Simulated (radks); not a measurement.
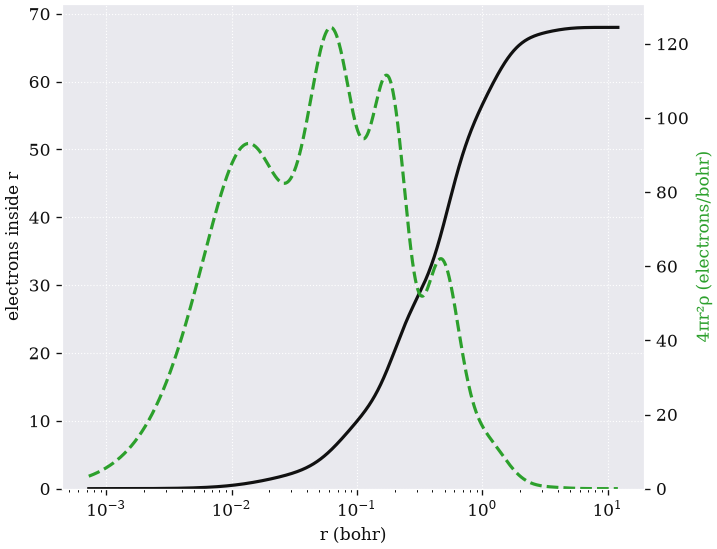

The Tm⁺ ion in the configuration [Xe] 4f13 6s1 (high spin). Level of theory: scalar-relativistic Kohn-Sham, Slater X-alpha with alpha = 0.561, spin-polarised, spherical densities, finite nucleus. Computed with the in-house radial solver radks.

```
Z 69
configuration [Xe] 4f13 6s1
relativity scalar-relativistic
functional xalpha 0.561
spin polarised
nucleus finite rms 5.2256 fm
c 137.035999084
```

The plot shows the number of electrons inside radius r (solid) and the radial density 4πr²ρ (dashed).

**Describe it and give its main numbers.**

The count levels off at 68 electrons. Half of them lie within 0.411 bohr, 90 % within 1.34 bohr and 99 % within 3.33 bohr. The radial density has minima at 0.0263, 0.112 and 0.333 bohr, where the count stands at 1.9, 11.1 and 29.7; these part the shells that the density resolves.
